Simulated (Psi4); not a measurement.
**wB97X-V/cc-pVDZ run of SiCl3F (trichlorofluorosilane)**

What is the vertical singlet–triplet gap of SiCl3F (trichlorofluorosilane) at wB97X-V/cc-pVDZ? 

The results are computed with Psi4 1.11.

## (1) Starting point

SiCl3F has 5 atoms, charge 0, and is taken as a singlet. As SMILES, `F[Si](Cl)(Cl)Cl`. The shape is that of a PBE0-D4/def2-TZVP optimisation.

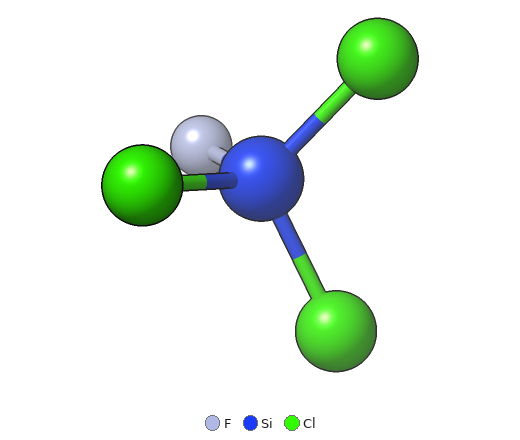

Viewed from a chosen angle; fluorine light blue, silicon blue, chlorine green.

## (2) A single-point energy at wB97X-V/cc-pVDZ

Input file cl3fsi.py:

```python
import psi4

psi4.set_memory(1600000000)
psi4.set_num_threads(1)
psi4.set_output_file('run.log', False)

molecule = psi4.geometry("""
0 1
F      0.865040    -0.916770     1.050170
Si     0.034630    -0.036690     0.042040
Cl    -1.606480     0.640470     0.993830
Cl    -0.482630    -1.187850    -1.527970
Cl     1.189430     1.500840    -0.558060
symmetry c1
no_reorient
no_com
""")

psi4.set_options({
    'basis': 'cc-pVDZ',
    'puream': True,
    'e_convergence': 1e-09,
    'd_convergence': 1e-08,
    'scf_type': 'pk',
    'dft_radial_points': 99,
    'dft_spherical_points': 590,
})

E = psi4.energy("wb97x-v")
print(f'total energy {E:.8f} hartree = {E * 27.211386:.5f} eV')
```

Command:

```sh
python cl3fsi.py
```

run.log, shortened:

```text
[...]
  Running in c1 symmetry.
[...]
  Nuclear repulsion =  451.587218960179257
[...]
  Multiplicity = 1
[...]
  Nalpha       = 37
  Nbeta        = 37
[...]
    Number of basis functions: 86
[...]
   @RKS iter   1: -1769.80118458064067   -6.07672e-03   4.66848e-03 ADIIS/DIIS
[...]
   @RKS iter  10: -1769.87071990194477   -1.75078e-11   7.45670e-09 DIIS
[...]
    Orbital Energies [Eh]
    ---------------------
    Doubly Occupied:
       1A   -101.556879     2A   -101.556878     3A   -101.556874
       4A    -66.320937     5A    -24.806487     6A     -9.588393
       7A     -9.588363     8A     -9.588361     9A     -7.341539
      10A     -7.341536    11A     -7.341533    12A     -7.334565
      13A     -7.334564    14A     -7.334561    15A     -7.334500
      16A     -7.334499    17A     -7.334496    18A     -5.548205
      19A     -3.899700    20A     -3.898651    21A     -3.898650
      22A     -1.362308    23A     -1.022702    24A     -0.982632
      25A     -0.982631    26A     -0.698596    27A     -0.607770
      28A     -0.606083    29A     -0.606082    30A     -0.533155
      31A     -0.533154    32A     -0.489408    33A     -0.479508
      34A     -0.479506    35A     -0.453188    36A     -0.453187
[...]
  @RKS Final Energy: -1769.87071990194477
   => Energetics <=
    Nuclear Repulsion Energy =            451.5872189601792570
    One-Electron Energy =               -3346.1759973814105251
    Two-Electron Energy =                1211.9176310354798716
    DFT Exchange-Correlation Energy =     -87.5039984357507876
    Empirical Dispersion Energy =           0.0000000000000000
    VV10 Nonlocal Energy =                  0.3044259195575900
    Total Energy =                      -1769.8707199019447671
[...]
 Multipole Moments:
 ------------------------------------------------------------------------------------
     Multipole            Electronic (a.u.)      Nuclear  (a.u.)        Total (a.u.)
 ------------------------------------------------------------------------------------
 L = 1.  Multiply by 2.5417464519 to convert [e a0] to [Debye]
 Dipole X            :         13.1815367          -13.2741544           -0.0926177
 Dipole Y            :        -13.9694033           14.0675559            0.0981526
 Dipole Z            :         16.0018398          -16.1142805           -0.1124407
 Magnitude           :                                                    0.1756556
[...]
```

On the terminal:

```text
total energy -1769.87071990 hartree = -48160.63533 eV
```

Run time: 65 s. Hardware: 1 thread of Intel Xeon 6975P-C (Granite Rapids), shared host; peak memory 1 GiB.

## (3) The triplet, same level

Input file run.py:

```python
import numpy as np
from ase.calculators.psi4 import Psi4
from ase import Atoms

mol = Atoms(['F', 'Si', 'Cl', 'Cl', 'Cl'], positions=[
    [0.865040, -0.916770, 1.050170],
    [0.034630, -0.036690, 0.042040],
    [-1.606480, 0.640470, 0.993830],
    [-0.482630, -1.187850, -1.527970],
    [1.189430, 1.500840, -0.558060],
])
calc = Psi4(atoms=mol, method='wb97x-v', basis='cc-pVDZ', memory='1600MB', num_threads=1, charge=0, multiplicity=3, label='cl3fsi', reference='uks')
calc.psi4.set_options({'puream': True, 'e_convergence': 1e-09, 'd_convergence': 1e-08, 'scf_type': 'pk', 'dft_radial_points': 99, 'dft_spherical_points': 590, 'maxiter': 100})
mol.calc = calc

print(f'energy: {mol.get_potential_energy():.6f} eV')
```

Command:

```sh
python run.py
```

cl3fsi.dat, shortened:

```text
[...]
  Running in c1 symmetry.
[...]
  Nuclear repulsion =  451.587218960179257
[...]
  Multiplicity = 3
[...]
  Nalpha       = 38
  Nbeta        = 36
[...]
    Number of basis functions: 86
[...]
   @UKS iter   1: -1769.50446135028733    2.90647e-01   4.42482e-03 DIIS/ADIIS
[...]
   @UKS iter  22: -1769.56445889842303    4.70664e-11   6.95895e-09 DIIS
[...]
   @S^2 Observed:                2.009366689E+00
[...]
  @UKS Final Energy: -1769.56445889842303
   => Energetics <=
    Nuclear Repulsion Energy =            451.5872189601792570
    One-Electron Energy =               -3346.6365902087395625
    Two-Electron Energy =                1212.7005715961784063
    DFT Exchange-Correlation Energy =     -87.5196920517874872
    Empirical Dispersion Energy =           0.0000000000000000
    VV10 Nonlocal Energy =                  0.3040328057463486
    Total Energy =                      -1769.5644588984230268
[...]
 Multipole Moments:
 ------------------------------------------------------------------------------------
     Multipole            Electronic (a.u.)      Nuclear  (a.u.)        Total (a.u.)
 ------------------------------------------------------------------------------------
 L = 1.  Multiply by 2.5417464519 to convert [e a0] to [Debye]
 Dipole X            :          0.2191141           -0.3311685           -0.1120544
 Dipole Y            :         -0.2335441            0.3509818            0.1174377
 Dipole Z            :          0.2663624           -0.4020455           -0.1356831
 Magnitude           :                                                    0.2115602
[...]
```

On the terminal:

```text
energy: -48152.301586 eV
```

Wall time 1.9 min (1 thread of Intel Xeon 6975P-C (Granite Rapids), shared host); peak memory 1.1 GiB.

## (4) What came out

Level: wB97X-V/cc-pVDZ.

| quantity | value |
| --- | --- |
| singlet: total energy | -1769.87072 Eh |
| singlet: dipole moment | 0.45 D |
| singlet: HOMO energy | -12.00 eV |
| singlet: LUMO energy | 2.13 eV |
| singlet: HOMO–LUMO gap | 14.13 eV |
| triplet: total energy | -1769.56446 Eh |
| triplet: dipole moment | 0.54 D |
| triplet: HOMO energy (highest over α and β) | -3.90 eV |
| triplet: ⟨S²⟩ | 2.009 |
| vertical energy of the triplet above the singlet | 8.334 eV |

What this shows: At this shape the triplet lies 8.33 eV (804 kJ/mol) above the singlet.
